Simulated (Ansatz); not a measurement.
Input

```
crystal:
  periodic: [false, false, false]
  atoms:
    - { symbol: Si, position_ang: [0.0, 0.0, 0.0] }
    - { symbol: Cl, position_ang: [0.0, 0.0, 2.13] }
    - { symbol: F, position_ang: [1.4994, 0.0, -0.5295] }
    - { symbol: H, position_ang: [-0.6877, 1.1914, -0.4862] }
    - { symbol: F, position_ang: [-0.7489, -1.2974, -0.5295] }
basis:
  gaussian: { orbitals: "6-31G" }
hamiltonian:
  xc: r2scan
  dispersion: d4
relax:
  f_tol: 0.02
  max_steps: 40
output:
  orbitals: {}
```

Command:

```sh
ansatz run input.yaml --threads 1 --pin off --max-ram 2048MiB --backend cpu --events-out ev --progress --plain --runs-dir out
```

The fields are those of the run's last geometry, not of the input's.

Method: Ansatz 0.2.0, RKS r2SCAN-D4/6-31G.

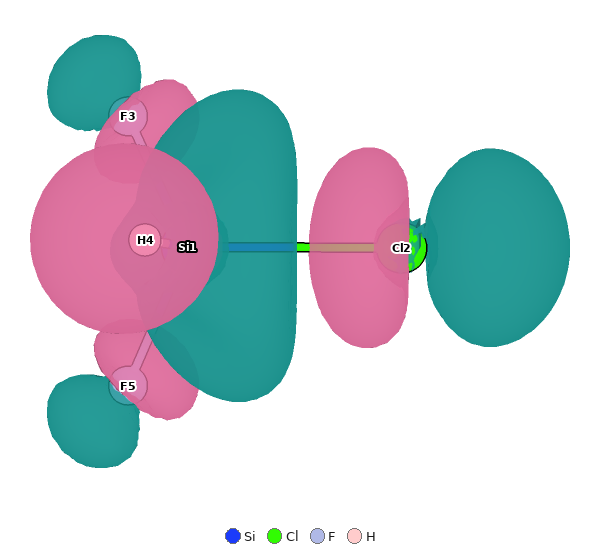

ClF$_{2}$HSi. One frontier orbital at ±0.1 Å⁻³ᐟ² (teal and pink are the two phases), seen across its widest extent.

Which orbital is it: HOMO or LUMO?

The LUMO, at −1.78 eV. By Hirshfeld shares it lies mainly on Si1 (about 40 %), Cl2 (about 30 %), H4 (about 10 %), F3 (about 10 %) and F5 (about 10 %).
